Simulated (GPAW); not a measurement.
# Optical response of Ti

Aim: the dielectric function of Ti, and the optical constants that follow from it.

Calculated with GPAW 26.7.0; DFT, LDA, plane-wave PAW (GPAW data sets), scalar-relativistic, RPA, optical limit.

**1. Set-up**

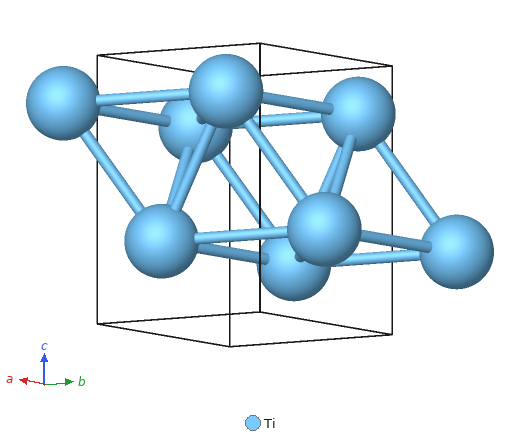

The cell as given, from a free direction (titanium blue). 2×2×1 cells are drawn.

**2. Ground state**

The self-consistent density comes first; it also tells whether there is a gap, which decides the occupations and the need for a Drude term.

This step: DFT, LDA, plane-wave PAW (GPAW data sets), scalar-relativistic, ground state (GPAW 26.7.0).

gs.py

```python
from ase import Atoms
from ase.dft.bandgap import bandgap
from gpaw import GPAW, PW, FermiDirac

atoms = Atoms(['Ti', 'Ti'],
              cell=[[2.950000000000, 0.000000000000, 0.000000000000],
                    [-1.475000000000, 2.554774941200, 0.000000000000],
                    [0.000000000000, 0.000000000000, 4.680000000000]],
              scaled_positions=[[0.666666666700, 0.333333333300, 0.750000000000],
                                [0.333333333300, 0.666666666700, 0.250000000000]],
              pbc=[True, True, True])
atoms.calc = GPAW(mode=PW(500), xc='LDA', kpts={'size': (9, 9, 5), 'gamma': True},
                  occupations=FermiDirac(0.05), maxiter=150, txt='gs.txt')
print('energy (eV)', atoms.get_potential_energy())
print('Fermi level (eV)', atoms.calc.get_fermi_level())
print('valence electrons', atoms.calc.get_number_of_electrons())
print('gap (eV)', bandgap(atoms.calc, output=None)[0])
print('direct gap (eV)', bandgap(atoms.calc, direct=True, output=None)[0])
atoms.calc.write('gs.gpw')
```

The run is started by

```bash
OMP_NUM_THREADS=1 python gs.py
```

Numbers of over 12 decimals in the logs are rounded to 6 here.

The log of the run:

```text
__  _  _
 | _ |_)|_||  |
 |__||  | ||/\| - 26.7.0

Versions:
  Python: 3.12.14
  ASE:    3.29.0
  Numpy:  2.5.5
  Scipy:  1.18.1
  Libxc:  7.0.0

Input parameters:
  mode=PW(ecut=500.0),
  kpts=MonkhorstPack(size=(9, 9, 5), gamma=True),
  maxiter=150,
  occupations=Occupations(name='fermi-dirac', width=0.05, fixmagmom=False),
  xc=XC(name='LDA')

Diagonalizing LCAO Hamiltonian
Converting LCAO to pw mode

          Ti

        Ti

Atoms  # Å, Bohr magnetons
|   | symbol |         x |        y |        z |    initial magnetic moments |
| 0 |     Ti |  1.475000 | 0.851592 | 3.510000 | ( 0.0000,  0.0000,  0.0000) |
| 1 |     Ti | -0.000000 | 1.703183 | 1.170000 | ( 0.0000,  0.0000,  0.0000) |

Unit cell  # Å
| periodic |         x |        y |        z |  lengths |     angles |
|      yes |  2.950000 | 0.000000 | 0.000000 | 2.950000 |  90.000000 |
|      yes | -1.475000 | 2.554775 | 0.000000 | 2.950000 |  90.000000 |
|      yes |  0.000000 | 0.000000 | 4.680000 | 4.680000 | 120.000000 |

Number of symmetries: 12
Symmetry operations  # r_c * U_cc + t_c -> r_c
|    | kind |            matrix            |
|  0 |  σ   |  1, 1, 0,  0,-1, 0,  0, 0, 1 |
|  1 |  S6  |  1, 1, 0, -1, 0, 0,  0, 0,-1 |
|  2 |  E   |  1, 0, 0,  0, 1, 0,  0, 0, 1 |
|  3 |  C2  |  1, 0, 0, -1,-1, 0,  0, 0,-1 |
|  4 |  C2  |  0, 1, 0,  1, 0, 0,  0, 0,-1 |
|  5 |  C3  |  0, 1, 0, -1,-1, 0,  0, 0, 1 |
|  6 |  S6  |  0,-1, 0,  1, 1, 0,  0, 0,-1 |
|  7 |  σ   |  0,-1, 0, -1, 0, 0,  0, 0, 1 |
|  8 |  σ   | -1, 0, 0,  1, 1, 0,  0, 0, 1 |
|  9 |  i   | -1, 0, 0,  0,-1, 0,  0, 0,-1 |
| 10 |  C3  | -1,-1, 0,  1, 0, 0,  0, 0, 1 |
| 11 |  C2  | -1,-1, 0,  0, 1, 0,  0, 0,-1 |

BZ-sampling:
  Number of BZ points: 405
  Number of IBZ points: 50

  Monkhorst-Pack size: [9, 9, 5]
  Monkhorst-Pack shift: [0, 0, 0]

K-points  # in reciprocal-cell coordinates
|     |                                coordinates |     weight |
|   0 | (  0.00000000,   0.00000000,   0.00000000) | 0.00246914 |
|   1 | (  0.00000000,   0.00000000,   0.20000000) | 0.00493827 |
|   2 | (  0.00000000,   0.00000000,   0.40000000) | 0.00493827 |
|   3 | (  0.11111111,   0.00000000,  -0.40000000) | 0.01481481 |
|   4 | (  0.11111111,   0.00000000,  -0.20000000) | 0.01481481 |
|   5 | (  0.11111111,   0.00000000,   0.00000000) | 0.01481481 |
|   6 | (  0.11111111,   0.00000000,   0.20000000) | 0.01481481 |
|   7 | (  0.11111111,   0.00000000,   0.40000000) | 0.01481481 |
|   8 | (  0.22222222,  -0.11111111,   0.00000000) | 0.01481481 |
|   9 | (  0.22222222,  -0.11111111,   0.20000000) | 0.02962963 |
| ... |                                            |            |
|  49 | (  0.44444444,   0.44444444,   0.40000000) | 0.02962963 |

Plane wave coefficients: 929
Cutoff: 500.0 eV

Spin-components: 1 (collinear spins)
Bands:           19
Projectors:      12
Spin-degeneracy: 2
Datatype:        complex128

Parallelization:
  kpt:    1
  domain: 1
  band:   1

Density:
  Valence electrons: 24.0
  Components: 1
  Grid points: [16 16 25]
  Charge: 0.0  # |e|

Potential:
  Grid points: [16 16 25]

species:
  Ti:
    name:    Titanium
    id:
    Z:       22.0
    valence: 12
    core:    10
    charge:  0.0  # [|e|]
    compensation charges:
      type: gauss
      rc: 0.38  # [Å]
      lmax: 2
    cutoffs:
      filter: 2.23  # [Å]
      core: 1.02  # [Å]
    projectors
    | kind |    occ | energy [eV] | rcut [Å] |
    |   3s |  2.000 |     -62.257 |    1.270 |
    |   4s |  2.000 |      -4.593 |    1.270 |
    |   3p |  6.000 |     -38.791 |    1.058 |
    |   4p |  0.000 |      -1.536 |    1.058 |
    |   3d |  2.000 |      -4.463 |    1.058 |
    |    d |        |      22.748 |    1.058 |

    Using partial waves for Ti as LCAO basis

Reference energy: -46347.898119  # eV

eigensolver:
  PPCG
  Converge bands: occupied
  niter=2

density mixing:
  MSR1-Mixer
  Pratt-step length: 0.05
  Maximum mixing coefficient: 0.75
  Old densities: 10
  SVD Regularization: 0.005
  Good broyden scale: 1.0
  Trust region scale: 1.0
  Backstep threshold: 4.0
  History deletion threshold: 6.0
  Fourier metric: weight=20.0, sigma=0.015

occupation numbers:
  Fermi-Dirac:
    width: 0.0500  # eV

poisson solver:
  ecut: 4000.0  # eV

xc functional:
  name: None

convergence criteria:
- Maximum [total energy] change in last 3 cyles: 0.0005 eV / valence electron
- Maximum integral of absolute [dens]ity change: 0.0001 electrons / valence electron
- Maximum integral of absolute [eigenst]ate change: 4e-08 eV^2 / valence electron
maximum number of iterations: 150

SCF iterations
|iter     |      energy | eigst |  dens |
|iter:   1||  -15.249337 | -0.08 |       |
|iter:   2||  -15.143785 | -2.12 | -1.24 |
|iter:   3||  -14.793859 | -0.68 | -1.29 |
|iter:   4||  -14.795213 | -2.64 | -1.98 |
|iter:   5||  -14.797302c| -3.52 | -2.29 |
|iter:   6||  -14.797334c| -4.98 | -3.43 |
|iter:   7||  -14.797342c| -5.48 | -3.72 |
|iter:   8||  -14.797343c| -6.22 | -4.08c|
|iter:   9||  -14.797342c| -7.87c| -4.80c|

Converged in 9 steps
SCF loop duration: 9.077 s (1.009 s/step)
Energy contributions relative to reference atoms: (reference = -46347.898119)

Energy contributions:
  Kinetic:           7.706457
  Coulomb:          -7.856179
  Zero:             -0.077190
  External:          0.000000
  Xc:              -14.562435
  Entropy:          -0.015989
  Spinorbit:         0.000000
  ----------------------------
  Free energy:     -14.805337
  Extrapolated:    -14.797342

dipole moment: (0.000000, 0.000000, 0.000000)  # |e|*Ang

Fermi level: 8.070
Eigenvalues  # (at kpt = [0.000, 0.000, 0.000])
| band index |      eig [eV] | occ [0-2] |
|          0 |       -48.195 |     2.000 |
|        ... |               |           |
|          2 |       -25.110 |     2.000 |
|          3 |       -24.469 |     2.000 |
|          4 |       -24.469 |     2.000 |
|          5 |       -24.416 |     2.000 |
|          6 |       -24.370 |     2.000 |
|          7 |       -24.370 |     2.000 |
|          8 |         1.981 |     2.000 |
|          9 |         5.427 |     2.000 |
|         10 |         8.812 |     0.000 |
|         11 |         8.812 |     0.000 |
|         12 |         8.869 |     0.000 |
|         13 |         8.914 |     0.000 |
|         14 |         9.298 |     0.000 |
|         15 |         9.298 |     0.000 |
|         16 |         9.632 |     0.000 |
|         17 |         9.632 |     0.000 |
|         18 |        11.143 |     0.000 |

No gap
No difference between direct/indirect transitions

--- standard output ---
energy (eV) -14.797342
Fermi level (eV) 8.070102
valence electrons 24.0
gap (eV) 0.0
direct gap (eV) 0.0
```

Wall time 11 s (1 thread of Arm Neoverse V2, shared host); peak memory 0.15 GiB.

Numbers from this step:

| Property | Result |
| --- | --- |
| energy | -14.80 eV |
| Fermi energy | 8.070 eV |
| electrons | 24 |

There are states at the Fermi level within the smearing, so the occupations stay smeared and the carriers get a Drude term.

**3. Bands for the response**

At the fixed density, many empty bands are solved on the mesh of the response, since the spectrum sums over them.

This step: DFT, LDA, plane-wave PAW (GPAW data sets), scalar-relativistic, bands at fixed density (GPAW 26.7.0).

nscf.py

```python
from ase.dft.bandgap import bandgap
from gpaw import GPAW, FermiDirac

calc = GPAW('gs.gpw').fixed_density(kpts={'size': (15, 15, 8), 'gamma': True}, nbands=46, convergence={'bands': 40},
                                    occupations=FermiDirac(0.05), txt='nscf.txt')
print('gap (eV)', bandgap(calc, output=None)[0])
print('direct gap (eV)', bandgap(calc, direct=True, output=None)[0])
print('top band over the Fermi level (eV)', min(calc.get_eigenvalues(kpt=k)[39] for k in range(len(calc.get_ibz_k_points()))) - calc.get_fermi_level())
calc.write('full.gpw', mode='all')
```

The run is started by

```bash
OMP_NUM_THREADS=1 python nscf.py
```

The log of the run:

```text
Diagonalizing LCAO Hamiltonian
Converting LCAO to pw mode
convergence criteria:
- Maximum integral of absolute [eigenst]ate change: 4e-08 eV^2 / valence electron
maximum number of iterations: 150

SCF iterations
|iter     |      energy | eigst |  dens |
|iter:   1||             | +3.29 |       |
|iter:   2||             | +1.84 |       |
|iter:   3||             | +0.83 |       |
|iter:   4||             | -0.42 |       |
|iter:   5||             | -1.47 |       |
|iter:   6||             | -2.60 |       |
|iter:   7||             | -3.48 |       |
|iter:   8||             | -4.56 |       |
|iter:   9||             | -5.46 |       |
|iter:  10||             | -6.53 |       |
|iter:  11||             | -7.35 |       |
|iter:  12||             | -8.02c|       |
SCF steps: 12
  __  _  _
 | _ |_)|_||  |
 |__||  | ||/\| - 26.7.0

Versions:
  Python: 3.12.14
  ASE:    3.29.0
  Numpy:  2.5.5
  Scipy:  1.18.1
  Libxc:  7.0.0

Input parameters:
  mode=PW(ecut=500.0),
  convergence={'bands': 40},
  gpts=array([16, 16, 25]),
  kpts=MonkhorstPack(size=(15, 15, 8), gamma=True),
  maxiter=150,
  nbands=46,
  occupations=Occupations(name='fermi-dirac', width=0.05, fixmagmom=False),
  parallel={},
  xc=XC(name='LDA')

--- standard output ---
gap (eV) 0.0
direct gap (eV) 0.0
top band over the Fermi level (eV) 31.410757
```

Run time: 1.8 min. Hardware: 1 thread; peak memory 0.3 GiB.

**4. Dielectric function, RPA**

Transitions between filled and empty bands, summed over the zone, give the optical response, so mesh, band count and broadening shape it.

The induced potential is part of this response.

This step: DFT, LDA, plane-wave PAW (GPAW data sets), scalar-relativistic, RPA, optical limit (GPAW 26.7.0).

df.py

```python
from gpaw.response.df import DielectricFunction

df = DielectricFunction('full.gpw', frequencies={'type': 'nonlinear', 'domega0': 0.03, 'omega2': 8},
                        ecut=50,
                        eta=0.15,
                        nbands=40,
                        rate=0.05,
                        txt='df.txt')
for direction in ['x', 'z']:
    df.get_dielectric_function(xc='RPA', direction=direction, filename=f'df_{direction}.csv')
```

The run is started by

```bash
OMP_NUM_THREADS=1 python df.py
```

The log of the run:

```text
Using integrator: PointIntegrator
NonLinearFrequencyDescriptor(from 0.000 to 94.979 eV, 536 points)
Nonperiodic BCs:  [False False False]
Using integrator: PointIntegrator
NonLinearFrequencyDescriptor(from 0.000 to 94.979 eV, 536 points)
Nonperiodic BCs:  [False False False]
Using integrator: PointIntegrator

Calculating chi0 body with:
    Ground state adapter containing:
    Number of spins: 1
    Number of kpoints: 1800
    Number of irreducible kpoints: 192
    Number of completely occupied states: 10
    Number of partially occupied states: 16

    Linear response parametrization:
    q_c: [0.0, 0.0, 0.0]
    Number of frequency points: 536
    Planewave cutoff: 50.0
    Number of bands: 40
    Number of planewaves: 23
    Broadening (eta): 0.15

Integrating chi0 body.

Symmetries of q_c:
    Direct symmetries (Uq -> q): 12
    Indirect symmetries (TUq -> q): 0
In total 12 allowed symmetries.

192 groups of equivalent kpoints. 89.333333% reduction.

Integral kind: spectral function

Calculating chi0 optical extensions with:
    Ground state adapter containing:
    Number of spins: 1
    Number of kpoints: 1800
    Number of irreducible kpoints: 192
    Number of completely occupied states: 10
    Number of partially occupied states: 16

    Linear response parametrization:
    Number of frequency points: 536
    Planewave cutoff: 50.0
    Number of bands: 40
    Number of planewaves: 23
    Broadening (eta): 0.15
Integrating chi0 head and wings.

Symmetries of q_c:
    Direct symmetries (Uq -> q): 12
    Indirect symmetries (TUq -> q): 0
In total 12 allowed symmetries.

192 groups of equivalent kpoints. 89.333333% reduction.

Integral kind: spectral function wings

Calculating drude chi0 with:
    Number of frequency points:536
    Plasma frequency decay rate: 0.05 eV

    Ground state adapter containing:
    Number of spins: 1
    Number of kpoints: 1800
    Number of irreducible kpoints: 192
    Number of completely occupied states: 10
    Number of partially occupied states: 16

Symmetries of q_c:
    Direct symmetries (Uq -> q): 12
    Indirect symmetries (TUq -> q): 0
In total 12 allowed symmetries.

192 groups of equivalent kpoints. 89.333333% reduction.

Integral kind: intraband
Plasma frequency:
[[3.67+0.j 0.  -0.j 0.  +0.j]
 [0.  -0.j 3.67+0.j 0.  +0.j]
 [0.  +0.j 0.  +0.j 3.71+0.j]]
```

Run time: 24 s. Hardware: 1 thread; peak memory 0.2 GiB.

Some rows of df_x.csv (energy; Re and Im without local fields; Re and Im with them):

```text
0.000000, 5475.007203, 0.000000, 5474.967468, 0.000000
0.460735, -14.646063, 38.116902, -14.623104, 38.108492
0.943989, 12.277488, 36.990971, 12.318868, 37.018049
1.451455, 6.845303, 31.220388, 6.747632, 31.215624
1.984998, -1.337538, 26.072809, -0.910888, 26.367588
2.546682, -4.481339, 17.463742, -4.776496, 17.543216
3.138794, -3.054328, 16.145207, -3.106627, 16.062045
3.763875, -4.684438, 14.283410, -4.681497, 14.293658
4.424758, -7.989042, 6.947359, -8.073565, 6.963045
5.124608, -4.140206, 3.458859, -4.186482, 3.455614
5.866977, -0.889697, 2.976948, -0.939548, 2.961689
6.655862, -2.654507, 5.496469, -2.643474, 5.481151
7.495775, -2.280681, 2.726225, -2.234049, 2.804747
8.391833, -0.640360, 0.965947, -0.731916, 0.982096
9.349861, -0.133442, 2.379754, -0.128802, 2.349551
10.376517, -0.747699, 2.310988, -0.765399, 2.391145
11.479449, -0.959100, 1.612301, -1.025849, 1.687714
12.667487, -0.476424, 0.995362, -0.556911, 1.039366
13.950874, -0.344710, 0.749462, -0.426291, 0.790063
```

Sum at mesh points, not converged in k. Im ε against photon energy; read off at these points:

```
photon energy (eV)  E ∥ x  E ∥ z
               1.0   37.3   44.5
               2.0   26.3   21.2
               3.0   15.7   16.7
               4.0   12.9   12.3
               5.0   3.76   4.12
               6.0   3.43   4.40
               6.5   5.68   4.61
               7.0   3.14   2.53
               8.0   1.24   1.24
               9.0   1.83   2.15
              10.0   2.75   1.83
              11.0   1.87   2.06
              12.0   1.31   1.15
              13.0  0.957  0.607
```

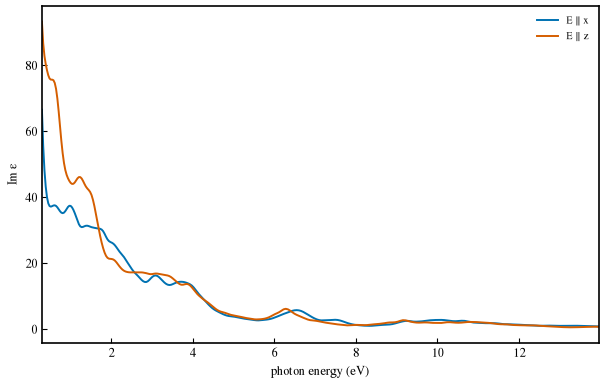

Im ε against photon energy.

Values under 1 per cm are given as 1; sum at mesh points, not converged in k. The absorption coefficient by photon energy:

```
photon energy (eV)  E ∥ x (1/cm)  E ∥ z (1/cm)
              1.01         3.9e5         4.6e5
              1.99         7.4e5         7.5e5
              3.02         9.0e5         9.6e5
              3.98         1.3e6         1.4e6
              4.98         1.2e6         1.3e6
              6.02         8.5e5         1.0e6
              6.99         1.4e6         1.4e6
              8.03         1.1e6         9.9e5
              9.02         7.9e5         9.8e5
             10.03         1.3e6         1.1e6
             11.03         1.4e6         1.4e6
             12.02         1.3e6         1.3e6
             13.00         1.2e6         1.2e6
```

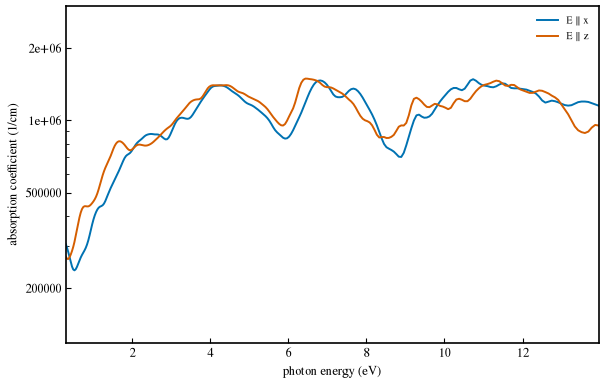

Absorption coefficient, plotted against photon energy.

The loss function −Im 1/ε at q → 0 has structure finer than the step of the table below, so its rows give means over 1 eV, whole bins alone (the curve runs from 0.305 to 14.0 eV). Peaks (eV: height): E ∥ x 5.9: 0.307, 8.6: 0.789; E ∥ z 8.3: 0.639, 13.5: 1.49.

Sum at mesh points, not converged in k. Loss function −Im 1/ε at q → 0 against energy loss; means over each step:

```
energy loss (eV)   E ∥ x   E ∥ z
               1  0.0274  0.0197
               2  0.0384  0.0415
               3  0.0631  0.0572
               4  0.0616  0.0582
               5   0.110  0.0934
               6   0.243   0.185
               7   0.176   0.142
               8   0.336   0.406
               9   0.576   0.469
              10   0.381   0.470
              11   0.404   0.426
              12   0.536   0.519
              13   0.805   0.888
```

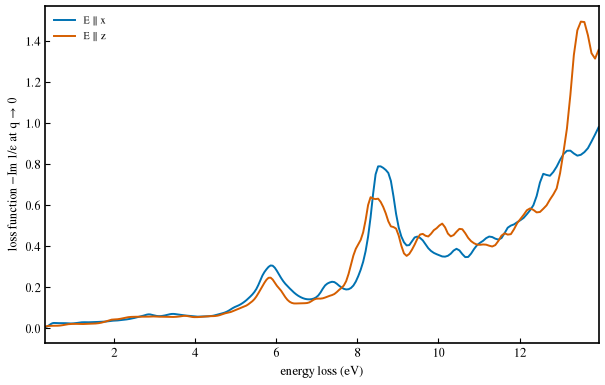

Loss function −Im 1/ε at q → 0 against energy loss.

Sum at mesh points, not converged in k. Im ε, E ∥ x against photon energy; read off at these points:

```
photon energy (eV)  without local fields  with local fields
               1.0                  37.3               37.3
               2.0                  26.0               26.3
               3.0                  15.8               15.7
               4.0                  12.8               12.9
               5.0                  3.77               3.76
               6.0                  3.46               3.43
               6.5                  5.70               5.68
               7.0                  3.14               3.14
               8.0                  1.18               1.24
               9.0                  1.88               1.83
              10.0                  2.69               2.75
              11.0                  1.80               1.87
              12.0                  1.25               1.31
              13.0                 0.920              0.957
```

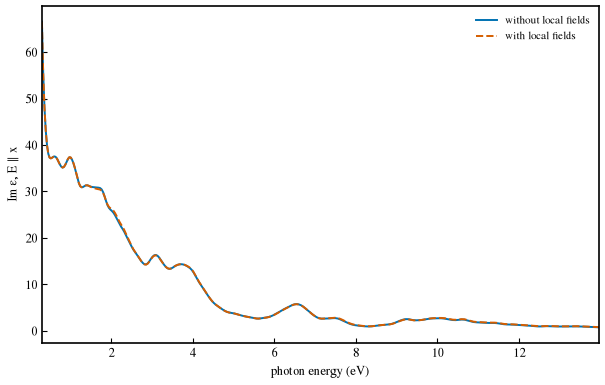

Im ε, E ∥ x, plotted against photon energy.

The reflectivity at normal incidence has structure finer than the step of the table below, so its rows give means over 1 eV, whole bins alone (the curve runs from 0.305 to 14.0 eV). Peaks (eV: height): E ∥ x 4.5: 67.6, 7.0: 55.3, 7.9: 59.3, 12.3: 38.4; E ∥ z 4.6: 68.2, 7.4: 62.6, 9.3: 33.1, 13.0: 46.7.

Sum at mesh points, not converged in k. Reflectivity at normal incidence against photon energy; means over each step:

```
photon energy (eV)  E ∥ x (%)  E ∥ z (%)
                 1       59.4       67.3
                 2       58.8       61.8
                 3       53.8       55.1
                 4       60.4       62.6
                 5       61.9       64.2
                 6       35.8       44.1
                 7       49.3       60.4
                 8       51.1       46.6
                 9       19.3       25.8
                10       25.9       28.4
                11       34.6       32.8
                12       37.5       40.0
                13       31.4       42.2
```

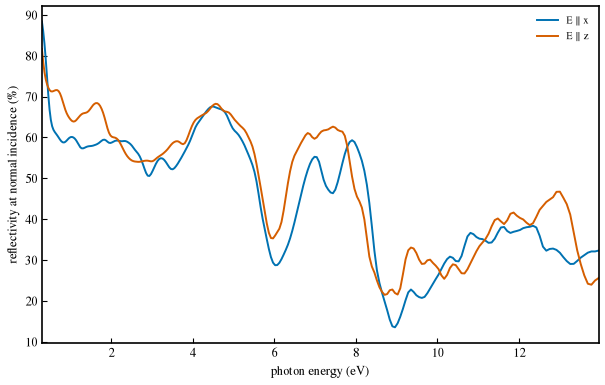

Reflectivity at normal incidence against photon energy.

From ε follow the optical constants at some laser and lamp lines:

```
wavelength (nm)   n x    k x  R (%) x   1/α x   n z    k z  R (%) z   1/α z
           1550  4.90  3.592     58.9   34 nm  5.07  5.411     69.3   23 nm
           1064  4.51  3.684     58.9   23 nm  5.06  4.497     64.5   19 nm
            800  4.30  3.584     58.0   18 nm  3.97  4.962     67.8   13 nm
            633  3.59  3.700     58.7   14 nm  2.82  3.782     61.0   13 nm
            532  2.96  3.644     59.1   12 nm  2.65  3.321     56.5   13 nm
            405  2.68  3.024     52.8   11 nm  2.66  3.157     54.5   10 nm
            308  1.88  3.351     61.5  7.3 nm  1.75  3.418     63.7  7.2 nm
```

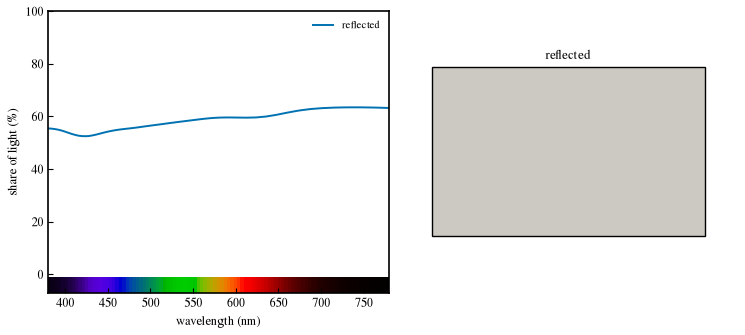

Light reflected across the visible range, with the colour that it makes of daylight (sRGB).

A polished face would reflect 58 % of daylight and look light grey (CIE x = 0.321, y = 0.338 under D65).

**5. Results**

In words: At this level (LDA, RPA) Ti is a metal. The mesh is too coarse to trust the carriers' weight, the reflectivity or the colour to better than tens of per cent. A polished face would reflect 58 % of daylight and look light grey (CIE x = 0.321, y = 0.338 under D65). The carriers' damping of 0.05 eV is typed, not computed; it shapes the response at the lowest energies. In this version of GPAW the matrix elements of the optical limit are incomplete, which can lower ε − 1 by up to a tenth where first-row anions or d states rule, and shift it by more in d metals. GPAW's carrier term has the form −ωp²/(ω + i·rate)², which damps like twice the rate and fails at low energy, so the curves leave the lowest energies out. The sum runs over mesh points 0.17 Å⁻¹ apart with no interpolation, so peaks are partly noise of the mesh, and the Drude plasma energy, a sum over the Fermi surface, isn't converged.

[Machine, clock and banner lines and Python warnings are left out of the logs.]

[Logs are printed without paths, hosts, clocks, repeated set-up lines and the standing remarks that a program may print on its own settings, such as how far it seeks lower states.]

[Hosts, paths, dates, database ids (printed as entryN), source tags and the programs' standing remarks are cut or masked in the printed files.]
